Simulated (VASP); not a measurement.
Band structure of Cu$_{3}$Au (L1_2). These are PBE GGA, VASP's PBE PAW potentials (set 64) (plane waves; VASP 6.6.1) values and carry that method's errors.

Unless said otherwise, spin-orbit coupling is left out, though it shifts the bands of the heavy elements here.

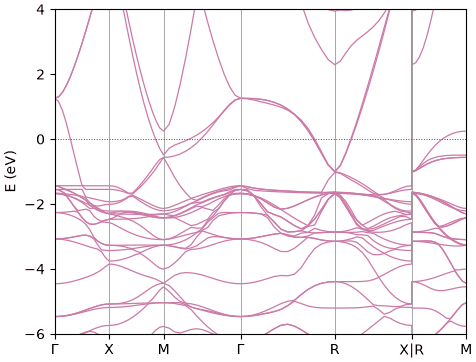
*Bands along high-symmetry lines, zero at the valence-band maximum or, without a gap, the Fermi level*

Question: Read the plot: is there a gap, and where are the band edges?

Answer: It has no gap at this level: it comes out as a metal or semimetal. (Edges off the drawn lines would not show.)

The compound is Cu3Au in the L1_2 structure. It was relaxed first.
